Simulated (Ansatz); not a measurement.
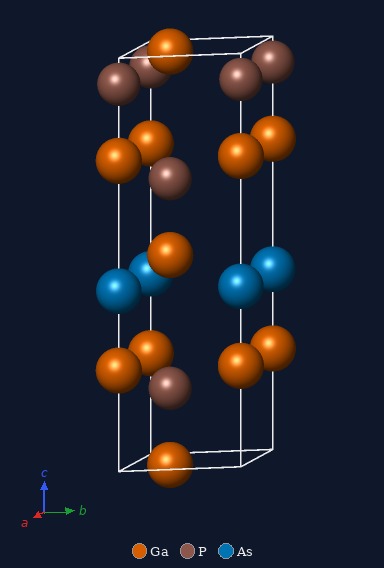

View slightly off an axis, drawn as a spheres-only model. The simulation cell is outlined; an atom on or near a face, edge or corner is repeated at each equivalent position.

Here is the input:
```yaml
crystal:
  lattice:
    - [3.9216528791, -2.89e-08, 0.0]
    - [-1.9608264145, 3.3962510325, 0.0]
    - [0.0, 0.0, 12.9372641]
  atoms:
    - { symbol: Ga, position: [0.6666666667, 0.3333333333, 0.505886] }
    - { symbol: Ga, position: [0.6666666667, 0.3333333333, 0.998257] }
    - { symbol: Ga, position: [0.0, 0.0, 0.24436] }
    - { symbol: Ga, position: [0.0, 0.0, 0.751809] }
    - { symbol: P, position: [0.6666666667, 0.3333333333, 0.18356] }
    - { symbol: P, position: [0.6666666667, 0.3333333333, 0.690619] }
    - { symbol: P, position: [0.0, 0.0, 0.937025] }
    - { symbol: As, position: [0.0, 0.0, 0.436483] }
basis:
  ecutwfc: 420
kpoints:
  mp_grid: { grid: [12, 12, 2] }
  band_path:
    path:
      - [[0.0, 0.0, 0.0], [0.5, 0.0, 0.0], [0.33333333, 0.33333333, 0.0], [0.0, 0.0, 0.0], [0.0, 0.0, 0.5], [0.5, 0.0, 0.5], [0.33333333, 0.33333333, 0.5], [0.0, 0.0, 0.5]]
      - [[0.5, 0.0, 0.5], [0.5, 0.0, 0.0]]
      - [[0.33333333, 0.33333333, 0.5], [0.33333333, 0.33333333, 0.0]]
    npoints: 14
hamiltonian:
  xc: pbe
scf:
  occupations: { method: gaussian, width: 0.02 }
  n_extra_bands: 20
output:
  forces: true
  stress: true
  eigenvalues: true
  populations: true
  dos: { projected: true, de: 0.02, nscf_kmesh: { grid: [18, 18, 3] } }
  bader: true
  write_density: true
  write_potential: true
  elf: true
  volumetric_format: npy
```
Run as:
```sh
ansatz run input.yaml --threads 4 --pin off --max-ram 8192MiB --backend cpu --events-out ev --progress --plain --runs-dir out
```

The calculation: DFT PBE, scalar-relativistic, plane waves, PAW in Ansatz 0.2.0, with plane waves up to 420 eV, k-mesh 12×12×2, Gaussian smearing of 0.02 eV, no spin polarisation.

What does a Bader analysis give?

Answer. Ga +0.72 to +0.84 e; As -0.70 e; P -0.84 e. The transfer is large, as in an ionic solid.

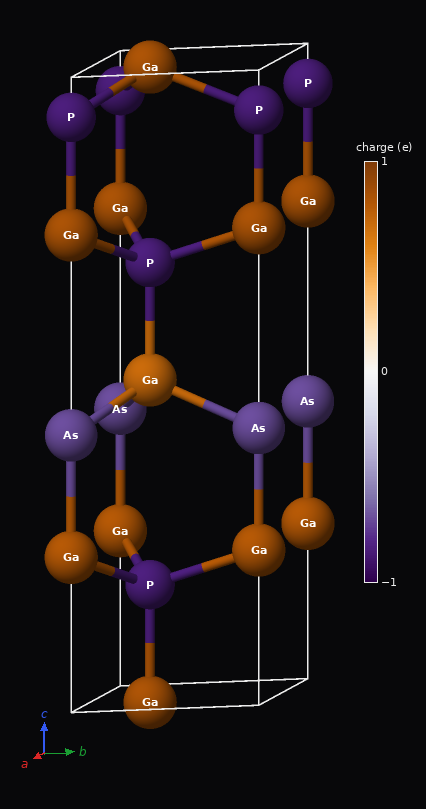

The atoms coloured by those charges.

The structure comes from a structure type filled with these elements by a generator (whether the compound takes this form wasn't checked). Earlier steps of the study, as a rule a relaxation of our own, may have changed the cell and positions, so they can lie some per cent off the listed ones. It was the input of a calculation with Ansatz.
